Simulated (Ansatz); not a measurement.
# CH7BFNSi2: nudged elastic band (part 1 of 2)

The run: nudged elastic band of CH7BFNSi2. Method and program: RKS PBE0-D4/def2-SVP (Ansatz 0.2.0).

The run did not end well. It belongs to a series of runs on one base structure; here: band between the two ends.

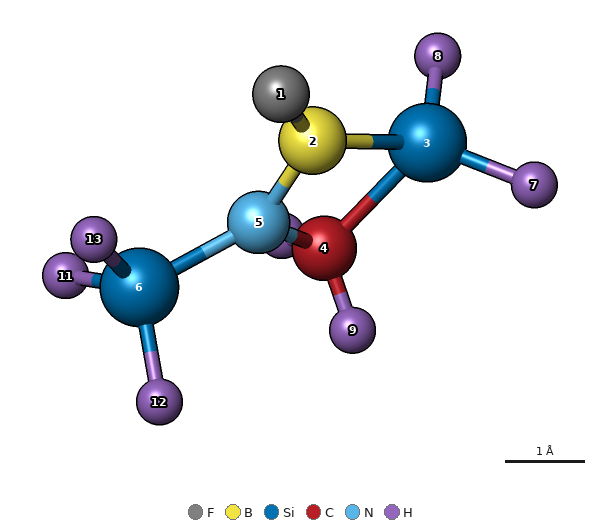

Figure 1. The input geometry (ball-and-stick view, seen at a tilt; atoms are numbered from 1 in the order of the input).

Input file
```yaml
crystal:
  periodic: [false, false, false]
  atoms:
    - { symbol: F, position_ang: [-1.27579, -0.276485, -2.23037] }
    - { symbol: B, position_ang: [-0.464309, -0.550835, -1.217753] }
    - { symbol: Si, position_ang: [0.810579, -1.930908, -0.478723] }
    - { symbol: C, position_ang: [0.745667, -0.440061, 0.747359] }
    - { symbol: "N", position_ang: [-0.231976, 0.288884, -0.101763] }
    - { symbol: Si, position_ang: [-0.881798, 1.872925, 0.327326] }
    - { symbol: H, position_ang: [2.150801, -2.168368, -1.098436] }
    - { symbol: H, position_ang: [0.311517, -3.221414, 0.088889] }
    - { symbol: H, position_ang: [1.689218, 0.11869, 0.869861] }
    - { symbol: H, position_ang: [0.34211, -0.662553, 1.749901] }
    - { symbol: H, position_ang: [-1.554721, 1.791413, 1.659059] }
    - { symbol: H, position_ang: [0.231017, 2.865517, 0.425493] }
    - { symbol: H, position_ang: [-1.851914, 2.278395, -0.725944] }
basis:
  gaussian: { orbitals: def2-SVP }
hamiltonian:
  xc: pbe0
  dispersion: d4
neb:
  order_check: false
  images: 7
  f_tol: 0.05
  max_iterations: 60
  final_atoms:
    - { symbol: F, position_ang: [-2.00158387, -0.60732878, -1.5118809] }
    - { symbol: B, position_ang: [-0.78705433, -0.26512277, -1.01776236] }
    - { symbol: Si, position_ang: [0.83875498, -1.37766194, -0.51875788] }
    - { symbol: C, position_ang: [0.42050412, -0.41319185, 1.11157463] }
    - { symbol: "N", position_ang: [-0.69696819, 0.35711351, 0.50746197] }
    - { symbol: Si, position_ang: [-0.22975522, 1.65702942, -0.77593433] }
    - { symbol: H, position_ang: [2.18769131, -1.09437974, -1.09997289] }
    - { symbol: H, position_ang: [0.73871392, -2.85388452, -0.28179225] }
    - { symbol: H, position_ang: [1.1693156, 0.23341101, 1.59666598] }
    - { symbol: H, position_ang: [0.01817558, -1.11068061, 1.86308378] }
    - { symbol: H, position_ang: [1.12050562, 2.17190317, -0.39103609] }
    - { symbol: H, position_ang: [-1.50923221, 0.53758928, 1.09866357] }
    - { symbol: H, position_ang: [-1.24866631, 2.73040379, -0.56541422] }
  initial_path:
    images:
      - { positions_ang: [[-1.27579, -0.276485, -2.23037], [-0.464309, -0.550835, -1.217753], [0.810579, -1.930908, -0.478723], [0.745667, -0.440061, 0.747359], [-0.231976, 0.288884, -0.101763], [-0.881798, 1.872925, 0.327326], [2.150801, -2.168368, -1.098436], [0.311517, -3.221414, 0.088889], [1.689218, 0.11869, 0.869861], [0.34211, -0.662553, 1.749901], [-1.554721, 1.791413, 1.659059], [0.231017, 2.865517, 0.425493], [-1.851914, 2.278395, -0.725944]] }
      - { positions_ang: [[-1.30023424, -0.34026538, -2.24693776], [-0.51511836, -0.5497029, -1.18365253], [0.82811831, -1.82597535, -0.47102176], [0.67748026, -0.44941321, 0.80104528], [-0.36489687, 0.24284254, -0.00038037], [-0.80693183, 1.88257161, 0.27275857], [2.15838127, -1.8914918, -1.09409321], [0.40872263, -3.14955841, 0.00018948], [1.56787854, 0.15155052, 0.97777383], [0.27779168, -0.77534332, 1.77485958], [-1.30625928, 1.97924305, 1.60762335], [0.22688494, 2.37014806, 0.2894992], [-1.83141605, 2.3205946, -0.71276465]] }
      - { positions_ang: [[-1.32467849, -0.40404575, -2.26350553], [-0.56592772, -0.5485708, -1.14955207], [0.84565762, -1.72104271, -0.46332053], [0.60929352, -0.45876543, 0.85473156], [-0.49781774, 0.19680109, 0.10100226], [-0.73206566, 1.89221821, 0.21819114], [2.16596155, -1.6146156, -1.08975041], [0.50592826, -3.07770283, -0.08851004], [1.44653908, 0.18441105, 1.08568665], [0.21347336, -0.88813364, 1.79981815], [-1.05779756, 2.16707309, 1.5561877], [0.22275289, 1.87477911, 0.1535054], [-1.81091811, 2.3627942, -0.6995853]] }
      - { positions_ang: [[-1.34912273, -0.46782613, -2.28007329], [-0.61673708, -0.54743871, -1.1154516], [0.86319694, -1.61611006, -0.45561929], [0.54110678, -0.46811764, 0.90841785], [-0.6307386, 0.15075963, 0.20238489], [-0.6571995, 1.90186482, 0.16362371], [2.17354182, -1.3377394, -1.08540762], [0.60313389, -3.00584724, -0.17720956], [1.32519962, 0.21727157, 1.19359948], [0.14915504, -1.00092395, 1.82477673], [-0.80933584, 2.35490314, 1.50475205], [0.21862083, 1.37941017, 0.01751161], [-1.79042016, 2.4049938, -0.68640595]] }
      - { positions_ang: [[-1.37356697, -0.53160651, -2.29664105], [-0.66754644, -0.54630661, -1.08135114], [0.88073625, -1.51117741, -0.44791806], [0.47292004, -0.47746985, 0.96210413], [-0.76365947, 0.10471818, 0.30376751], [-0.58233333, 1.91151143, 0.10905628], [2.1811221, -1.06086321, -1.08106483], [0.70033952, -2.93399165, -0.26590908], [1.20386016, 0.2501321, 1.30151231], [0.08483672, -1.11371427, 1.84973531], [-0.56087412, 2.54273318, 1.4533164], [0.21448877, 0.88404123, -0.11848219], [-1.76992222, 2.4471934, -0.6732266]] }
      - { positions_ang: [[-1.5305712, -0.55053708, -2.10045101], [-0.69742341, -0.47601065, -1.06545394], [0.87024093, -1.47779854, -0.46562801], [0.45981606, -0.46140035, 0.99947175], [-0.74698665, 0.16781701, 0.35469113], [-0.4941888, 1.84789093, -0.11219137], [2.1827644, -1.06924234, -1.08579184], [0.70993312, -2.91396487, -0.26987987], [1.19522402, 0.24595183, 1.37530073], [0.06817143, -1.11295586, 1.85307243], [-0.14052919, 2.45002568, 0.99222828], [-0.21644147, 0.79742824, 0.18580425], [-1.63960824, 2.517996, -0.6462735]] }
      - { positions_ang: [[-1.68757542, -0.56946764, -1.90426098], [-0.72730039, -0.40571469, -1.04955675], [0.85974561, -1.44441967, -0.48333797], [0.44671208, -0.44533085, 1.03683938], [-0.73031383, 0.23091585, 0.40561474], [-0.40604427, 1.78427042, -0.33343903], [2.1844067, -1.07762147, -1.09051886], [0.71952672, -2.89393809, -0.27385066], [1.18658788, 0.24177155, 1.44908914], [0.05150615, -1.11219744, 1.85640954], [0.27981575, 2.35731818, 0.53114016], [-0.64737172, 0.71081525, 0.49009069], [-1.50929426, 2.5887986, -0.61932041]] }
      - { positions_ang: [[-1.84457965, -0.58839821, -1.70807094], [-0.75717736, -0.33541873, -1.03365955], [0.8492503, -1.41104081, -0.50104792], [0.4336081, -0.42926135, 1.07420701], [-0.71364101, 0.29401468, 0.45653836], [-0.31789975, 1.72064992, -0.55468668], [2.186049, -1.08600061, -1.09524588], [0.72912032, -2.8739113, -0.27782145], [1.17795174, 0.23759128, 1.52287756], [0.03484086, -1.11143902, 1.85974666], [0.70016068, 2.26461067, 0.07005203], [-1.07830196, 0.62420227, 0.79437713], [-1.37898029, 2.65960119, -0.59236732]] }
      - { positions_ang: [[-2.00158387, -0.60732878, -1.5118809], [-0.78705433, -0.26512277, -1.01776236], [0.83875498, -1.37766194, -0.51875788], [0.42050412, -0.41319185, 1.11157463], [-0.69696819, 0.35711351, 0.50746197], [-0.22975522, 1.65702942, -0.77593433], [2.18769131, -1.09437974, -1.09997289], [0.73871392, -2.85388452, -0.28179225], [1.1693156, 0.23341101, 1.59666598], [0.01817558, -1.11068061, 1.86308378], [1.12050562, 2.17190317, -0.39103609], [-1.50923221, 0.53758928, 1.09866357], [-1.24866631, 2.73040379, -0.56541422]] }
```

Command:
```bash
ansatz run input.yaml --threads 2 --pin off --max-ram 3072MiB --backend cpu --events-out ev --progress --plain --runs-dir out
```

Output
```
Engine: ansatz 0.2.0, x86_64-unknown-linux-gnu
Functional definition: PBE0
  parameter a = 0.25
  parameter kappa = 0.804
  parameter beta = 0.06672455060314922
  exchange = (1 - a)*pbe_x(kappa = kappa, mu = beta*pi^2/3) + a*exact_x
  correlation = pbe_c(beta = beta)
1363 factors; integrals over basis functions are off by at most 3.9e-4 eV
mean field evaluation 1: about -21763.3536 eV, gradient 5.0e1 eV
mean field evaluation 2: about -21755.2356 eV, gradient 7.6e1 eV
mean field evaluation 4: about -21768.7285 eV, gradient 4.5e0 eV
mean field evaluation 8: about -21768.8015 eV, gradient 7.1e-2 eV
mean field evaluation 16: about -21768.8015 eV, gradient 8.2e-6 eV
mean field -21768.80153532 eV, -799.9887009995 hartree, gradient 8.2e-6 eV, S^2 0.000000; 0 other end points of the search recorded, 0 dependent functions left out
the calculation of the forces begins
reference -21768.80156716 eV, -799.9887021694 hartree; 31, 31 occupied and 96, 96 virtual orbitals, 1363 factors
1363 factors; integrals over basis functions are off by at most 1.2e-3 eV
mean field evaluation 32: about -21767.4147 eV, gradient 2.3e-5 eV
mean field -21767.41467593 eV, -799.9377348567 hartree, gradient 2.3e-5 eV, S^2 0.000000; 0 other end points of the search recorded, 0 dependent functions left out
[... from here on the field's lines of each further geometry are left out, up to the last ...]
NEB iter   1: max|band force component| = 1.743e2 eV/Å  barrier→ = 32.3847 eV  barrier← = 31.0203 eV  Δτ_max = 0.2000 Å  (247 SCF iters)
NEB iter   2: max|band force component| = 3.407e1 eV/Å  barrier→ = 9.3907 eV  barrier← = 8.0262 eV  Δτ_max = 0.2000 Å  (228 SCF iters)
NEB iter   3: max|band force component| = 2.229e1 eV/Å  barrier→ = 6.6585 eV  barrier← = 5.2941 eV  Δτ_max = 0.2000 Å  (217 SCF iters)
NEB iter   4: max|band force component| = 8.234e0 eV/Å  barrier→ = 4.9293 eV  barrier← = 3.5649 eV  Δτ_max = 0.1999 Å  (213 SCF iters)
NEB iter   5: max|band force component| = 3.399e0 eV/Å  barrier→ = 4.3638 eV  barrier← = 2.9993 eV  Δτ_max = 0.2000 Å  (211 SCF iters)
NEB iter   6: max|band force component| = 1.184e0 eV/Å  barrier→ = 4.0200 eV  barrier← = 2.6556 eV  Δτ_max = 0.2000 Å  (220 SCF iters)
NEB iter   7: max|band force component| = 5.111e0 eV/Å  barrier→ = 4.7727 eV  barrier← = 3.4083 eV  Δτ_max = 0.1014 Å  (212 SCF iters)
NEB iter   8: max|band force component| = 1.969e0 eV/Å  barrier→ = 3.9653 eV  barrier← = 2.6008 eV  Δτ_max = 0.2000 Å  (214 SCF iters)
NEB iter   9: max|band force component| = 1.175e0 eV/Å  barrier→ = 4.0179 eV  barrier← = 2.6535 eV  Δτ_max = 0.2000 Å  (216 SCF iters)
NEB iter  10: max|band force component| = 1.757e0 eV/Å  barrier→ = 4.4524 eV  barrier← = 3.0880 eV  Δτ_max = 0.1003 Å  (213 SCF iters)
NEB iter  11: max|band force component| = 1.631e0 eV/Å  barrier→ = 4.1132 eV  barrier← = 2.7488 eV  Δτ_max = 0.1014 Å  (213 SCF iters)
NEB iter  12: max|band force component| = 1.702e0 eV/Å  barrier→ = 3.7620 eV  barrier← = 2.3976 eV  Δτ_max = 0.2000 Å  (209 SCF iters)
NEB iter  13: max|band force component| = 2.543e0 eV/Å  barrier→ = 3.4549 eV  barrier← = 2.0905 eV  Δτ_max = 0.1022 Å  (207 SCF iters)
NEB iter  14: max|band force component| = 8.948e-1 eV/Å  barrier→ = 3.3623 eV  barrier← = 1.9978 eV  Δτ_max = 0.2000 Å  (199 SCF iters)
NEB iter  15: max|band force component| = 1.285e0 eV/Å  barrier→ = 3.2520 eV  barrier← = 1.8876 eV  Δτ_max = 0.1008 Å  (214 SCF iters)
NEB iter  16: max|band force component| = 6.576e-1 eV/Å  barrier→ = 3.1876 eV  barrier← = 1.8231 eV  Δτ_max = 0.1024 Å  (208 SCF iters)
NEB iter  17: max|band force component| = 1.134e0 eV/Å  barrier→ = 3.4128 eV  barrier← = 2.0483 eV  Δτ_max = 0.0507 Å  (205 SCF iters)
NEB iter  18: max|band force component| = 1.677e0 eV/Å  barrier→ = 3.5253 eV  barrier← = 2.1609 eV  CI = image 3  Δτ_max = 0.1001 Å  (211 SCF iters)
NEB iter  19: max|band force component| = 1.099e0 eV/Å  barrier→ = 3.5438 eV  barrier← = 2.1794 eV  CI = image 3  Δτ_max = 0.1987 Å  (203 SCF iters)
NEB iter  20: max|band force component| = 7.449e-1 eV/Å  barrier→ = 3.4333 eV  barrier← = 2.0689 eV  CI = image 3  Δτ_max = 0.1996 Å  (211 SCF iters)
NEB iter  21: max|band force component| = 5.346e-1 eV/Å  barrier→ = 3.2930 eV  barrier← = 1.9285 eV  CI = image 3  Δτ_max = 0.1995 Å  (213 SCF iters)
NEB iter  22: max|band force component| = 4.639e-1 eV/Å  barrier→ = 3.1923 eV  barrier← = 1.8279 eV  CI = image 3  Δτ_max = 0.1988 Å  (208 SCF iters)
NEB iter  23: max|band force component| = 5.026e-1 eV/Å  barrier→ = 3.1404 eV  barrier← = 1.7760 eV  CI = image 3  Δτ_max = 0.1011 Å  (211 SCF iters)
NEB iter  24: max|band force component| = 2.894e-1 eV/Å  barrier→ = 3.1231 eV  barrier← = 1.7586 eV  CI = image 3  Δτ_max = 0.1007 Å  (212 SCF iters)
NEB iter  25: max|band force component| = 2.211e-1 eV/Å  barrier→ = 3.1096 eV  barrier← = 1.7452 eV  CI = image 3  Δτ_max = 0.1009 Å  (214 SCF iters)
NEB iter  26: max|band force component| = 3.082e-1 eV/Å  barrier→ = 3.1007 eV  barrier← = 1.7363 eV  CI = image 3  Δτ_max = 0.0502 Å  (208 SCF iters)
NEB iter  27: max|band force component| = 2.390e-1 eV/Å  barrier→ = 3.0978 eV  barrier← = 1.7333 eV  CI = image 3  Δτ_max = 0.0502 Å  (210 SCF iters)
NEB iter  28: max|band force component| = 2.288e-1 eV/Å  barrier→ = 3.0958 eV  barrier← = 1.7314 eV  CI = image 3  Δτ_max = 0.0503 Å  (213 SCF iters)
NEB iter  29: max|band force component| = 2.544e-1 eV/Å  barrier→ = 3.0952 eV  barrier← = 1.7308 eV  CI = image 3  Δτ_max = 0.0251 Å  (214 SCF iters)
NEB iter  30: max|band force component| = 2.261e-1 eV/Å  barrier→ = 3.0949 eV  barrier← = 1.7304 eV  CI = image 3  Δτ_max = 0.0250 Å  (199 SCF iters)
NEB iter  31: max|band force component| = 1.875e-1 eV/Å  barrier→ = 3.0947 eV  barrier← = 1.7302 eV  CI = image 3  Δτ_max = 0.0251 Å  (190 SCF iters)
NEB iter  32: max|band force component| = 2.092e-1 eV/Å  barrier→ = 3.0945 eV  barrier← = 1.7301 eV  CI = image 3  Δτ_max = 0.0250 Å  (189 SCF iters)
NEB iter  33: max|band force component| = 2.123e-1 eV/Å  barrier→ = 3.0945 eV  barrier← = 1.7300 eV  CI = image 3  Δτ_max = 0.0250 Å  (183 SCF iters)
NEB iter  34: max|band force component| = 2.332e-1 eV/Å  barrier→ = 3.0944 eV  barrier← = 1.7300 eV  CI = image 3  Δτ_max = 0.0504 Å  (177 SCF iters)
NEB iter  35: max|band force component| = 2.527e-1 eV/Å  barrier→ = 3.0944 eV  barrier← = 1.7300 eV  CI = image 3  Δτ_max = 0.1007 Å  (188 SCF iters)
NEB iter  36: max|band force component| = 2.918e-1 eV/Å  barrier→ = 3.0944 eV  barrier← = 1.7300 eV  CI = image 3  Δτ_max = 0.1016 Å  (176 SCF iters)
NEB iter  37: max|band force component| = 4.197e-1 eV/Å  barrier→ = 3.0944 eV  barrier← = 1.7300 eV  CI = image 3  Δτ_max = 0.0506 Å  (174 SCF iters)
NEB iter  38: max|band force component| = 3.623e-1 eV/Å  barrier→ = 3.0944 eV  barrier← = 1.7300 eV  CI = image 3  Δτ_max = 0.0509 Å  (178 SCF iters)
NEB iter  39: max|band force component| = 4.395e-1 eV/Å  barrier→ = 3.0944 eV  barrier← = 1.7300 eV  CI = image 3  Δτ_max = 0.0252 Å  (173 SCF iters)
NEB iter  40: max|band force component| = 3.917e-1 eV/Å  barrier→ = 3.0944 eV  barrier← = 1.7300 eV  CI = image 3  Δτ_max = 0.0507 Å  (172 SCF iters)
NEB iter  41: max|band force component| = 4.131e-1 eV/Å  barrier→ = 3.0944 eV  barrier← = 1.7300 eV  CI = image 3  Δτ_max = 0.1008 Å  (172 SCF iters)
NEB iter  42: max|band force component| = 4.297e-1 eV/Å  barrier→ = 3.0944 eV  barrier← = 1.7300 eV  CI = image 3  Δτ_max = 0.1996 Å  (176 SCF iters)
NEB iter  43: max|band force component| = 5.141e-1 eV/Å  barrier→ = 3.0944 eV  barrier← = 1.7300 eV  CI = image 3  Δτ_max = 0.1005 Å  (173 SCF iters)
NEB iter  44: max|band force component| = 2.447e-1 eV/Å  barrier→ = 3.0944 eV  barrier← = 1.7300 eV  CI = image 3  Δτ_max = 0.2000 Å  (173 SCF iters)
NEB iter  45: max|band force component| = 1.070e0 eV/Å  barrier→ = 3.0944 eV  barrier← = 1.7300 eV  CI = image 3  Δτ_max = 0.1026 Å  (176 SCF iters)
NEB iter  46: max|band force component| = 3.763e-1 eV/Å  barrier→ = 3.0944 eV  barrier← = 1.7300 eV  CI = image 3  Δτ_max = 0.2000 Å  (161 SCF iters)
NEB iter  47: max|band force component| = 3.024e-1 eV/Å  barrier→ = 3.0944 eV  barrier← = 1.7300 eV  CI = image 3  Δτ_max = 0.2000 Å  (159 SCF iters)
NEB iter  48: max|band force component| = 1.640e0 eV/Å  barrier→ = 3.0944 eV  barrier← = 1.7300 eV  CI = image 3  Δτ_max = 0.1016 Å  (173 SCF iters)
NEB iter  49: max|band force component| = 3.622e-1 eV/Å  barrier→ = 3.0944 eV  barrier← = 1.7300 eV  CI = image 3  Δτ_max = 0.2000 Å  (161 SCF iters)
NEB iter  50: max|band force component| = 5.976e-1 eV/Å  barrier→ = 3.0944 eV  barrier← = 1.7300 eV  CI = image 3  Δτ_max = 0.0999 Å  (166 SCF iters)
NEB iter  51: max|band force component| = 3.065e-1 eV/Å  barrier→ = 3.0944 eV  barrier← = 1.7300 eV  CI = image 3  Δτ_max = 0.1011 Å  (166 SCF iters)
NEB iter  52: max|band force component| = 2.569e-1 eV/Å  barrier→ = 3.0944 eV  barrier← = 1.7300 eV  CI = image 3  Δτ_max = 0.1006 Å  (168 SCF iters)
NEB iter  53: max|band force component| = 2.076e-1 eV/Å  barrier→ = 3.0944 eV  barrier← = 1.7300 eV  CI = image 3  Δτ_max = 0.1015 Å  (164 SCF iters)
NEB iter  54: max|band force component| = 3.072e-1 eV/Å  barrier→ = 3.0944 eV  barrier← = 1.7300 eV  CI = image 3  Δτ_max = 0.0502 Å  (166 SCF iters)
NEB iter  55: max|band force component| = 3.513e-1 eV/Å  barrier→ = 3.0944 eV  barrier← = 1.7300 eV  CI = image 3  Δτ_max = 0.1011 Å  (157 SCF iters)
NEB iter  56: max|band force component| = 4.388e-1 eV/Å  barrier→ = 3.0944 eV  barrier← = 1.7300 eV  CI = image 3  Δτ_max = 0.1008 Å  (164 SCF iters)
NEB iter  57: max|band force component| = 5.529e-1 eV/Å  barrier→ = 3.0944 eV  barrier← = 1.7300 eV  CI = image 3  Δτ_max = 0.0994 Å  (160 SCF iters)
NEB iter  58: max|band force component| = 6.515e-1 eV/Å  barrier→ = 3.0944 eV  barrier← = 1.7300 eV  CI = image 3  Δτ_max = 0.1003 Å  (165 SCF iters)
NEB iter  59: max|band force component| = 8.646e-1 eV/Å  barrier→ = 3.0944 eV  barrier← = 1.7300 eV  CI = image 3  Δτ_max = 0.2000 Å  (159 SCF iters)
the calculation of the forces begins
reference -21766.08777020 eV, -799.8889719705 hartree; 31, 31 occupied and 96, 96 virtual orbitals, 1363 factors
these checks for a lower state are left out or cut short: starts, cluster_reference, orbital_swaps, neighbouring_geometries, increment
1363 factors; integrals over basis functions are off by at most 1.1e-3 eV
mean field -21766.87138053 eV, -799.9177691190 hartree, gradient 2.6e-5 eV, S^2 0.000000; 0 other end points of the search recorded, 0 dependent functions left out
the calculation of the forces begins
reference -21766.87141038 eV, -799.9177702161 hartree; 31, 31 occupied and 96, 96 virtual orbitals, 1363 factors
NEB iter  60: max|band force component| = 5.225e-1 eV/Å  barrier→ = 3.0944 eV  barrier← = 1.7300 eV  CI = image 3  Δτ_max = 0.2000 Å  (164 SCF iters)
```
